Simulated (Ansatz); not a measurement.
The figure comes from a scan of LiNbO3 (space group R-3): a phonon pattern at Γ is frozen into a 10-atom cell, Q being the largest atomic displacement. These are LDA (plane waves to 420 eV, PAW, scalar-relativistic; Ansatz, a program for electronic structure) values and carry that method's errors. k mesh 8×8×8 (Γ-centred), Fermi-Dirac smearing 0.05 eV. LiNbO3 is run without spin polarisation. LiNbO3 was relaxed with its symmetry unable to fall. This is one of several known forms of LiNbO3; the measured ambient cells at hand have space group No. 161. 

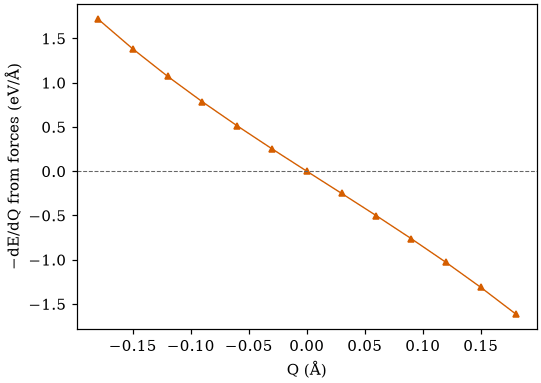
Figure. −dE/dQ from forces (eV/Å) against Q (Å); markers are the computed points, lines only join them.

Task: Read the plotted values off the figure, to the accuracy that the plot allows.

Result: To the nearest 0.05:

| Q (Å) | −dE/dQ from forces (eV/Å) |
|---|---|
| -0.180 | 1.70 |
| -0.150 | 1.40 |
| -0.120 | 1.05 |
| -0.090 | 0.80 |
| -0.060 | 0.50 |
| -0.030 | 0.25 |
| 0.000 | 0.00 |
| 0.030 | -0.25 |
| 0.060 | -0.50 |
| 0.090 | -0.75 |
| 0.120 | -1.05 |
| 0.150 | -1.30 |
| 0.180 | -1.60 |

(A displaced cell: forces are minus the slopes of the energy, force constants its curvatures, and phonons follow from these.)
